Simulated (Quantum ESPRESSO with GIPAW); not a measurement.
# 17O assignment in Ta2O5

The values are calculated: DFT, PBEsol, plane-wave PAW (pslibrary 1.0.0 recipes), scalar-relativistic, GIPAW shieldings (Quantum ESPRESSO with GIPAW, a patched development version). Shieldings are without the macroscopic shape term, which is common to all sites.

```
Ta O
1.0
    -2.65173    2.65173    4.79352
     2.65173   -2.65173    4.79352
     2.65173    2.65173   -4.79352
Ta O
2 5
Direct
  0.80204 0.80204 0.00000
  0.19796 0.19796 0.00000
  0.50000 0.50000 0.50000
  0.00000 0.00000 0.50000
  0.00000 0.50000 0.00000
  0.50000 0.00000 0.00000
  0.00000 0.00000 0.00000
```

The cell is a computed entry of the Materials Project; it need not be the form that is stable at ambient conditions. The coordinates shown are those after relaxation (atoms relaxed).

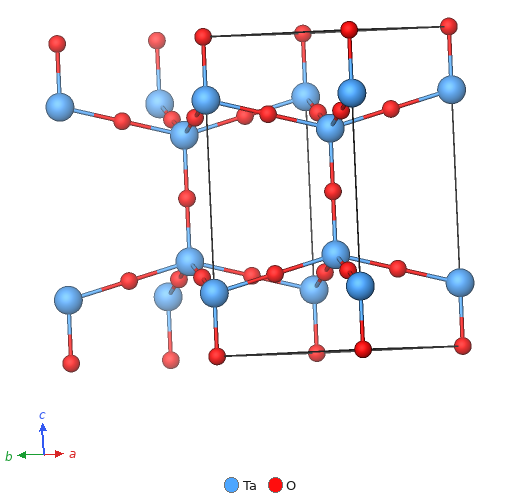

The structure (tantalum blue, oxygen red). 1×2×1 conventional cells are drawn. Some periodic images of atoms are drawn too.

The O sites:

```
site  atom no.  atoms in cell  site symmetry  surroundings  bonds (Å)
O(1)         3              4            2/m  bound to Ta2      1.940
O(2)         7              1          4/mmm  bound to Ta2      1.898
```

The lines to be assigned:

```csv
line,σ_iso (ppm),relative area,span (ppm),skew
A,-107.0,1,485.1,1.00
B,-234.2,4,502.9,0.80
```

**Question.** Which site gives which line?

By the calculation: A is O(2) (bound to Ta2); B is O(1) (bound to Ta2). The areas settle A and B, whose multiplicities are unique. O(2) lies on an axis of order three or more, which demands an axial or isotropic tensor.

[Banner, clock, file and message-heading lines were taken out of the pw.x and gipaw.x logs.]

[Logs are printed without paths, hosts, clocks, repeated set-up lines and the standing remarks that a program may print on its own settings, such as how far it seeks lower states.]

[Hosts, paths, dates, database ids (printed as entryN), source tags and the programs' standing remarks are cut or masked in the printed files.]
